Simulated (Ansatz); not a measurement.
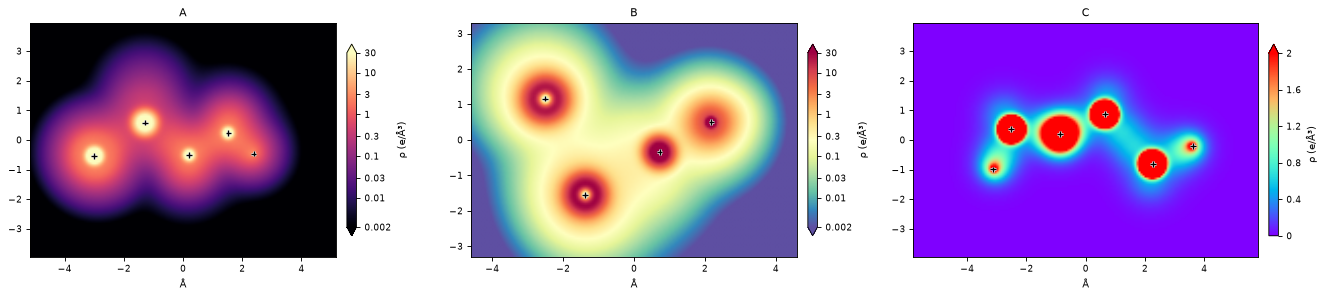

The electron density of 3 systems, each on a plane through atoms (crosses mark nuclei in the plane).

All numbers below come from isolated molecule in a Gaussian basis; Kohn-Sham density functional theory, functional PBE0 (Ansatz 0.2.0).

System 1: C$_{2}$H$_{5}$Cl$_{3}$Si (SMILES CC[Si](Cl)(Cl)Cl), the plane of atoms C2, C1 and H7. Geometry: PBE0-D4/def2-SVP.

```yaml
atoms:
  - { symbol: C, position_ang: [0.0578, -1.0982, 0.9841] }
  - { symbol: C, position_ang: [0.5919, -0.3758, -0.2489] }
  - { symbol: Cl, position_ang: [-2.3227, 0.6803, -1.1126] }
  - { symbol: Cl, position_ang: [0.4505, 2.0265, -2.3820] }
  - { symbol: Cl, position_ang: [-0.3327, 2.5147, 0.8216] }
  - { symbol: Si, position_ang: [-0.3611, 1.1478, -0.7135] }
  - { symbol: H, position_ang: [0.6605, -1.9903, 1.2107] }
  - { symbol: H, position_ang: [-0.9826, -1.4249, 0.8361] }
  - { symbol: H, position_ang: [0.0788, -0.4453, 1.8698] }
  - { symbol: H, position_ang: [0.5848, -1.0326, -1.1361] }
  - { symbol: H, position_ang: [1.6400, -0.0592, -0.1087] }
```

System 2: H$_{8}$OSi$_{3}$ (SMILES [SiH3]O[SiH2][SiH3]), the plane of atoms O1, Si3 and Si4. Geometry: B3LYP/6-31G*.

```
atom    x (Å)    y (Å)    z (Å)
   O  -0.4879  -0.1009  -2.0111
  Si  -0.8309  -1.1269  -3.2592
  Si  -0.2726   0.1709  -0.3896
  Si   0.2517   2.4335  -0.0379
   H  -0.7844  -0.3569  -4.5272
   H  -2.1869  -1.7189  -3.0970
   H   0.1649  -2.2315  -3.3221
   H  -1.5128  -0.1900   0.3583
   H   0.8240  -0.6964   0.1329
   H   0.4442   2.6723   1.4215
   H   1.5072   2.8127  -0.7433
   H  -0.8433   3.3220  -0.5166
```

System 3: AlHInOSb, the plane of atoms Al1, Sb4 and In2. Geometry: B3LYP-D3(BJ)/def2-SVP; core potentials replace the inner electrons of In and Sb.

```yaml
atoms:
  - { symbol: Al, position_ang: [-2.5568, -0.2436, -0.8843] }
  - { symbol: In, position_ang: [0.0457, 1.5215, 0.8086] }
  - { symbol: O, position_ang: [-2.4663, -1.8552, -1.3812] }
  - { symbol: Sb, position_ang: [-2.6681, 2.0764, -0.1911] }
  - { symbol: H, position_ang: [-2.3408, -2.3080, -2.2189] }
```

Question: Match each panel to its system.

Answer: Panel A is system 1, C$_{2}$H$_{5}$Cl$_{3}$Si: the plane holds C, Cl, Si and H. C–C (1.53 Å): the density is about 1.6 e/Å³ at the midpoint. Panel B is system 3, AlHInOSb: the plane holds Al, In, O and Sb. Al–O (1.69 Å): ρ is about 0.88 e/Å³ halfway. Panel C is system 2, H$_{8}$OSi$_{3}$: the plane holds O, Si and H. Si–O (1.65 Å): ρ is about 1.1 e/Å³ halfway.
